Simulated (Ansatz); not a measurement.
# NaBr (SMILES [Na][Br]), step by step

We compute a series of 42 runs (HF/STO-3G, UHF/STO-3G, HF/3-21G, UHF/3-21G, HF/6-31G*, UHF/6-31G*, B3LYP/6-31G*, UB3LYP/6-31G*, and more) of BrNa. 

The calculation is run with Ansatz 0.2.0.

## (1) The structure to begin with

NaBr has 2 atoms, charge 0, and is taken as a singlet. As SMILES, `[Na][Br]`. Geometry: relaxed at PBE0-D4/def2-TZVP. The run starts from this shape.

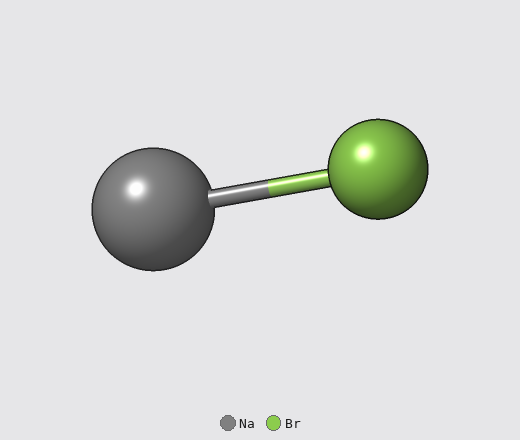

Viewed from a chosen angle; sodium grey, bromine green.

## (2) A geometry optimisation at HF/STO-3G (run 1)

The input, input.yaml:

```yaml
basis:
  gaussian:
    orbitals: STO-3G
crystal:
  periodic: [false, false, false]
  atoms:
    - symbol: Na
      position_ang: [1.067110, -0.379380, 0.537360]
    - symbol: Br
      position_ang: [-1.067110, 0.379380, -0.537360]
relax:
  f_tol: 0.002
output: {orbitals: {seedname: orbitals}}
hamiltonian:
  xc: hf
```

The run is started by

```console
$ ansatz run input.yaml --threads 1 --pin off --max-ram 3480MiB --events-out events.jsonl --progress --plain --runs-dir runs
```

What it wrote:

```text
Warning: RAYON_NUM_THREADS=1 ignored (pool sized by the plan → 1); use --threads N
The last accepted step is kept in runs//last_step.txt (removed where the run ends without a failure and the disk answers)
[... 43 lines left out ...]
Total energy: -73595.56464726 eV, -2704.5871159213 hartree
[... 2 lines left out ...]
Dipole moment:     1.612661    -0.573335     0.812081 e Å
```

Wall time 0.83 s (1 thread of Intel Xeon 6975P-C (Granite Rapids), shared host); peak memory 0.097 GiB.

Steps, from the record of the run:

| step | energy from the first frame kept (eV) | largest force (eV/Å) |
| --- | --- | --- |
| 1 | 0.0000 | 1.9922 |
| 2 | -0.1033 | 1.9091 |
| 3 | -0.2007 | 0.1275 |
| 4 | -0.2012 | 0.0028 |
| 5 | -0.2012 | 0.0008 |

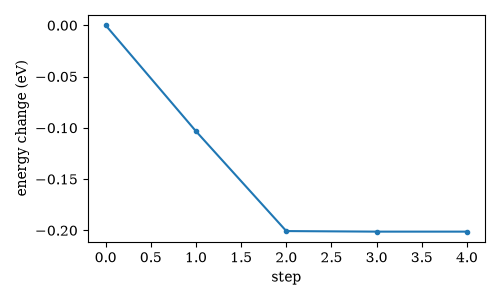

Energy along the run.

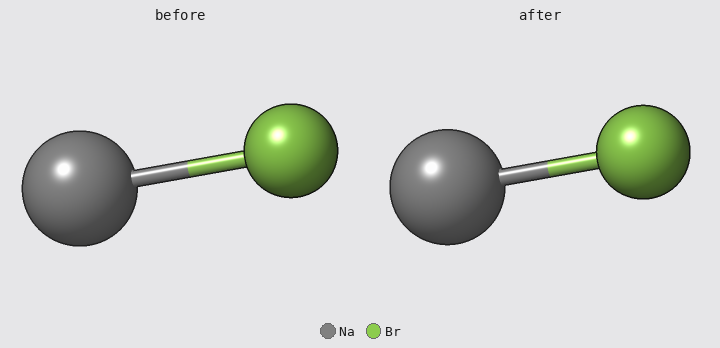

Before and after, at one scale.

After the run. Bond lengths: Na1–Br2 2.325 Å.

## (3) The harmonic vibrations at HF/STO-3G (run 2)

The input, input.yaml:

```yaml
crystal:
  periodic: [false, false, false]
  atoms:
    - symbol: Na
      position_ang: [0.989398, -0.351752, 0.498227]
    - symbol: Br
      position_ang: [-0.989398, 0.351752, -0.498227]
basis:
  gaussian: {orbitals: STO-3G}
phonons: {temperatures: {t_min: 298.15, t_max: 298.15, t_step: 1}}
hamiltonian: {xc: hf}
```

The run is started by

```console
$ ansatz run input.yaml --threads 1 --pin off --max-ram 3480MiB --events-out events.jsonl --progress --plain --runs-dir runs
```

What it wrote:

```text
Warning: RAYON_NUM_THREADS=1 ignored (pool sized by the plan → 1); use --threads N
[... 75 lines left out ...]
Total energy: -73595.56464723 eV, -2704.5871159204 hartree
[... 2 lines left out ...]
Dipole moment:     1.612660    -0.573335     0.812081 e Å
Vibrations: 472.56 cm⁻¹, zero-point energy 0.029295 eV
```

It took 1.4 s on 1 thread of Intel Xeon 6975P-C (Granite Rapids), shared host.

Runs 3 to 20 aren't shown in full; the table further down has their settings and results.

## (4) A geometry optimisation at MP2/6-31G(d) (Cartesian functions) (run 21)

The input, job.yaml:

```yaml
crystal:
  periodic: [false, false, false]
  atoms:
    - symbol: Na
      position_ang: [1.067110, -0.379380, 0.537360]
    - symbol: Br
      position_ang: [-1.067110, 0.379380, -0.537360]
basis:
  gaussian:
    orbitals: "6-31G*"
correlation:
  method: mp2
relax:
  f_tol: 0.002
output: {orbitals: {seedname: orbitals}}
```

The run is started by

```console
$ ansatz run job.yaml --threads 1 --pin off --max-ram 3480MiB --events-out events.jsonl --progress --plain --runs-dir runs
```

What it wrote:

```text
Warning: RAYON_NUM_THREADS=1 ignored (pool sized by the plan → 1); use --threads N
[... 1 set-up line as earlier in the session ...]
[... 20 lines left out ...]
10 core orbitals not correlated: weight in the atoms' cores, before any rotation towards them, 1.000 or more for the frozen orbitals, at most 0.000 for the correlated occupied ones
[... 16 lines left out ...]
10 core orbitals not correlated: weight in the atoms' cores, before any rotation towards them, 1.000 or more for the frozen orbitals, at most 0.000 for the correlated occupied ones
[... 6 lines left out ...]
Dipole moment:     1.663784    -0.591510     0.837825 e Å
Checks for a lower state left out: cluster_reference
```

Wall time 2.8 s (1 thread of Intel Xeon 6975P-C (Granite Rapids), shared host); peak memory 0.13 GiB.

Steps, from the record of the run:

| step | energy from the first frame kept (eV) | largest force (eV/Å) |
| --- | --- | --- |
| 1 | 0.0000 | 0.2000 |
| 2 | -0.0032 | 0.0205 |
| 3 | -0.0032 | 0.0011 |

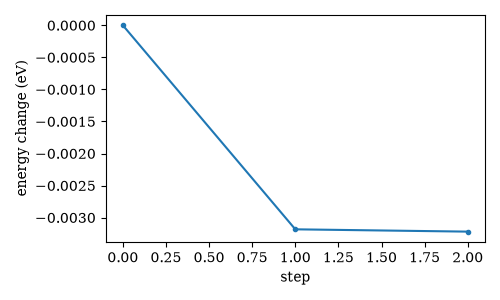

Energy along the run.

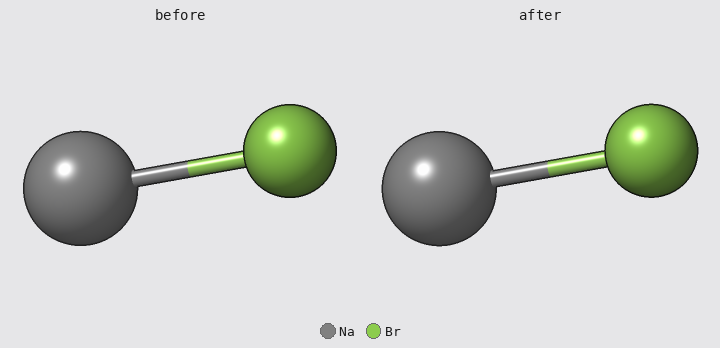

Before and after, at one scale.

After the run. Bond lengths: Na1–Br2 2.540 Å.

Runs 22 to 41 aren't shown in full; the table further down has their settings and results.

## (5) The doublet cation: a structure relaxation at UB2PLYP/cc-pVTZ (run 42)

The input, input.yaml:

```yaml
crystal:
  periodic: [false, false, false]
  atoms:
    - symbol: Na
      position_ang: [1.075954, -0.382524, 0.541813]
    - symbol: Br
      position_ang: [-1.075954, 0.382524, -0.541813]
basis:
  gaussian: {orbitals: cc-pVTZ}
total_charge: 1
magnetization: {spin_polarized: true, initial_magnetization: 1}
hamiltonian: {xc: {name: B2PLYP}}
relax: {}
```

The run is started by

```console
$ ansatz run input.yaml --threads 1 --pin off --max-ram 3480MiB --events-out events.jsonl --progress --plain --runs-dir runs
```

What it wrote:

```text
Warning: RAYON_NUM_THREADS=1 ignored (pool sized by the plan → 1); use --threads N
[... 1 set-up line as earlier in the session ...]
[... 13 lines left out ...]
10 core orbitals not correlated: weight in the atoms' cores, before any rotation towards them, 1.000 or more for the frozen orbitals, at most 0.000 for the correlated occupied ones
[... 24 lines left out ...]
10 core orbitals not correlated: weight in the atoms' cores, before any rotation towards them, 1.000 or more for the frozen orbitals, at most 0.000 for the correlated occupied ones
[... 20 lines left out ...]
Total energy: -74443.56511402 eV, -2735.7505582795 hartree
[... 2 lines left out ...]
Dipole moment:     1.585538    -0.563692     0.798422 e Å
```

It took 32 s on 1 thread of Intel Xeon 6975P-C (Granite Rapids), shared host; peak memory 0.23 GiB.

The path in brief:

| step | energy from the first frame kept (eV) | largest force (eV/Å) |
| --- | --- | --- |
| 1 | 0.0000 | 1.2663 |
| 2 | -0.1502 | 0.4439 |
| 3 | -0.1856 | 0.1150 |
| 4 | -0.1891 | 0.0351 |
| 5 | -0.1895 | 0.0003 |

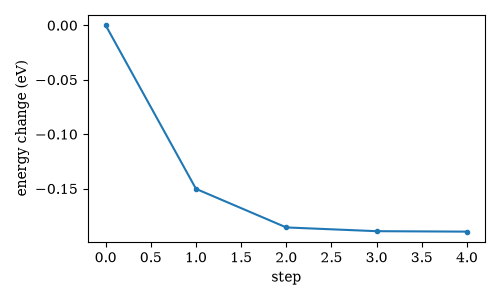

Energy along the run.

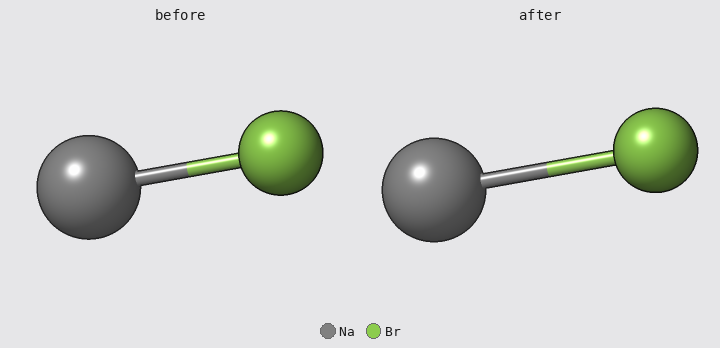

Before and after, at one scale.

After the run. Bond lengths: Na1–Br2 2.917 Å.

## (6) The series

| run | level | task | walk f tol | partner | energy (Eh) | dipole moment (D) | wall time |
| --- | --- | --- | --- | --- | --- | --- | --- |
| 1 | HF/STO-3G | optimise | 0.002 | base | -2704.587116 | 9.10 | 0.83 s |
| 2 | HF/STO-3G | frequencies | – | base | -2704.587116 | 9.10 | 1.4 s |
| 3 | UHF/STO-3G | energy | – | cation | -2704.438863 | – | 0.2 s |
| 4 | UHF/STO-3G | optimise | – | cation | -2704.448534 | – | 1.1 s |
| 5 | HF/3-21G | optimise | 0.002 | base | -2720.989538 | 9.76 | 0.83 s |
| 6 | HF/3-21G | frequencies | – | base | -2720.989538 | 9.76 | 1.7 s |
| 7 | UHF/3-21G | energy | – | cation | -2720.718588 | – | 0.34 s |
| 8 | UHF/3-21G | optimise | – | cation | -2720.728592 | – | 1.9 s |
| 9 | HF/6-31G* (Cartesian functions) | optimise | 0.002 | base | -2734.032070 | 9.72 | 2.1 s |
| 10 | HF/6-31G* (Cartesian functions) | frequencies | – | base | -2734.032069 | 9.72 | 6 s |
| 11 | UHF/6-31G* (Cartesian functions) | energy | – | cation | -2733.750077 | – | 0.89 s |
| 12 | UHF/6-31G* (Cartesian functions) | optimise | – | cation | -2733.758221 | – | 4.8 s |
| 13 | B3LYP/6-31G* (Cartesian functions) | optimise | 0.002 | base | -2736.252698 | 8.80 | 3.6 s |
| 14 | B3LYP/6-31G* (Cartesian functions) | frequencies | – | base | -2736.252698 | 8.80 | 8.7 s |
| 15 | UB3LYP/6-31G* (Cartesian functions) | energy | – | cation | -2735.927672 | – | 1.4 s |
| 16 | UB3LYP/6-31G* (Cartesian functions) | optimise | – | cation | -2735.935350 | – | 8.1 s |
| 17 | PBE/def2-SVP | optimise | 0.002 | base | -2735.642219 | 8.13 | 1.2 s |
| 18 | PBE/def2-SVP | frequencies | – | base | -2735.642219 | 8.13 | 3.6 s |
| 19 | UPBE/def2-SVP | energy | – | cation | -2735.321130 | – | 1.8 s |
| 20 | UPBE/def2-SVP | optimise | – | cation | -2735.329496 | – | 7.8 s |
| 21 | MP2/6-31G* (Cartesian functions) | optimise | 0.002 | base | -2734.302435 | 9.39 | 2.8 s |
| 22 | MP2/6-31G* (Cartesian functions) | frequencies | – | base | -2734.302435 | 9.39 | 8.7 s |
| 23 | UMP2/6-31G* (Cartesian functions) | energy | – | cation | -2733.992479 | – | 1.2 s |
| 24 | UMP2/6-31G* (Cartesian functions) | optimise | – | cation | -2734.000261 | – | 7.2 s |
| 25 | CCSD(T)/cc-pVDZ | optimise | 0.002 | base | -2734.468912 | 9.16 | 14 s |
| 26 | CCSD(T)/cc-pVDZ | frequencies | – | base | -2734.468912 | 9.16 | 36 s |
| 27 | UCCSD(T)/cc-pVDZ | energy | – | cation | -2734.163979 | – | 2.6 s |
| 28 | UCCSD(T)/cc-pVDZ | optimise | – | cation | -2734.173220 | – | 52 s |
| 29 | B3LYP-D4/def2-TZVP | optimise | 0.002 | base | -2736.567774 | 8.75 | 4.5 s |
| 30 | B3LYP-D4/def2-TZVP | frequencies | – | base | -2736.567774 | 8.75 | 9.3 s |
| 31 | UB3LYP-D4/def2-TZVP | energy | – | cation | -2736.241449 | – | 1.8 s |
| 32 | UB3LYP-D4/def2-TZVP | optimise | – | cation | -2736.248872 | – | 11 s |
| 33 | CCSD(T)/def2-TZVP | optimise | 0.002 | base | -2734.820630 | 9.15 | 86 s |
| 34 | CCSD(T)/def2-TZVP | frequencies | – | base | -2734.820630 | 9.15 | 4.7 min |
| 35 | PBE-D3(BJ)/def2-TZVP | optimise | 0.002 | base | -2736.018135 | 8.53 | 2.6 s |
| 36 | PBE-D3(BJ)/def2-TZVP | frequencies | – | base | -2736.018135 | 8.53 | 6 s |
| 37 | UPBE-D3(BJ)/def2-TZVP | energy | – | cation | -2735.693546 | – | 3.6 s |
| 38 | UPBE-D3(BJ)/def2-TZVP | optimise | – | cation | -2735.700773 | – | 12 s |
| 39 | B2PLYP/cc-pVTZ | optimise | 0.002 | base | -2736.064157 | 9.00 | 11 s |
| 40 | B2PLYP/cc-pVTZ | frequencies | – | base | -2736.064157 | 9.00 | 35 s |
| 41 | UB2PLYP/cc-pVTZ | energy | – | cation | -2735.743595 | – | 3.3 s |
| 42 | UB2PLYP/cc-pVTZ | optimise | – | cation | -2735.750558 | – | 32 s |

## (7) What came out

| quantity | value |
| --- | --- |
| doublet cation, run 42: total energy at the end | -2735.75056 Eh |
| doublet cation, run 42: bond length | 2.917 Å |
| doublet cation, run 42: ⟨S²⟩ | 0.754 |
| vertical ionisation energy (to the doublet cation), PBE/def2-SVP | 8.737 eV |
| vertical ionisation energy (to the doublet cation), MP2/6-31G* | 8.434 eV |
| vertical ionisation energy (to the doublet cation), B3LYP-D4/def2-TZVP | 8.880 eV |
| vertical ionisation energy (to the doublet cation), PBE-D3(BJ)/def2-TZVP | 8.833 eV |
| adiabatic ionisation energy (to the doublet cation, no zero-point term), HF/STO-3G | 3.771 eV |
| adiabatic ionisation energy (to the doublet cation, no zero-point term), HF/6-31G* | 7.452 eV |
| adiabatic ionisation energy (to the doublet cation, no zero-point term), B3LYP/6-31G* | 8.635 eV |
| adiabatic ionisation energy (to the doublet cation, no zero-point term), B2PLYP/cc-pVTZ | 8.533 eV |

At PBE/def2-SVP: the vertical ionisation energy comes to 8.74 eV (201 kcal/mol). At MP2/6-31G*: the vertical ionisation energy comes to 8.43 eV (814 kJ/mol). At B3LYP-D4/def2-TZVP: the vertical ionisation energy comes to 8.88 eV (205 kcal/mol). At PBE-D3(BJ)/def2-TZVP: the vertical ionisation energy comes to 8.83 eV (204 kcal/mol). At HF/STO-3G: the adiabatic ionisation energy (to the doublet cation, no zero-point term) is 3.77 eV (87 kcal/mol). In a minimal basis such a difference can be off by several eV, whatever the method. Totals of different functionals can't be ranked against each other. In runs 1, 2, 3, 4 the basis is minimal, so the values are rough. All runs together took 11 min, the longest 4.7 min.
